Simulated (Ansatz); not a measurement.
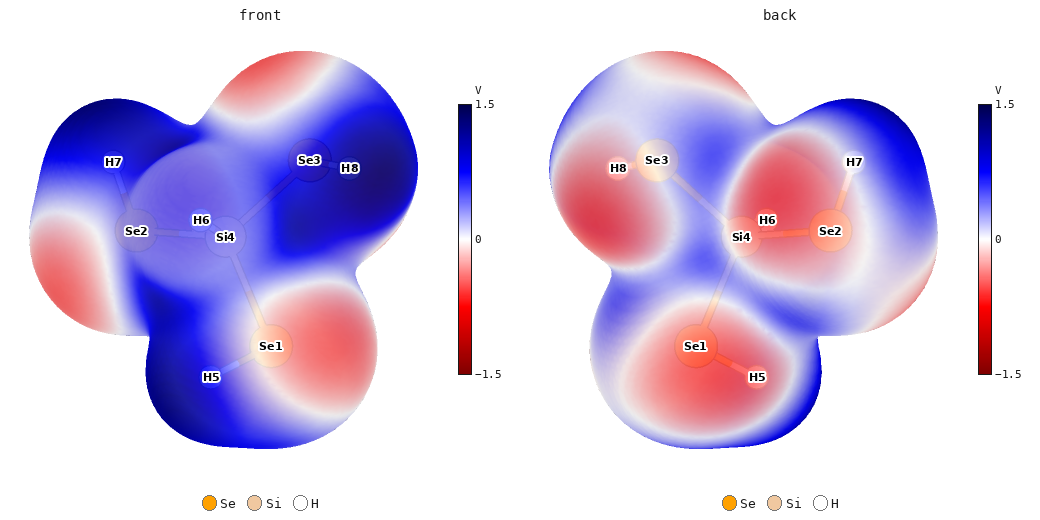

*H$_{4}$Se$_{3}$Si (SMILES [SeH][SiH]([SeH])[SeH]). The electrostatic potential painted on the density surface at 0.002 e/bohr³, seen from the front and from behind; red is negative and blue positive.*

Geometry: PBE0-D4/def2-SVP.

All numbers below come from Ansatz, isolated molecule in a Gaussian basis; Kohn-Sham density functional theory, functional PBE0.

```xyz
8

Se   -1.5261    1.1010   -1.2130
Se    2.0116    0.0802   -1.0265
Se   -0.6204   -2.1432    0.2856
Si    0.0187    0.0326    0.0750
H    -0.9592    2.4322   -0.9296
H     0.1360    0.6830    1.4123
H     2.7584   -0.4300    0.1379
H    -1.7268   -1.8128    1.2024
```

Q: Which sites attract a positive test charge, and which a negative one?

A: A positive charge is drawn to the negative regions and a negative charge to the positive ones. The most negative region (about −0.5 V) lies over Se1, Se2 and Se3, the most positive (about +1.3 V) over H5, H7 and H8.

Q: How polar is the molecule by this calculation?

A: Its dipole moment is 1.44 D.
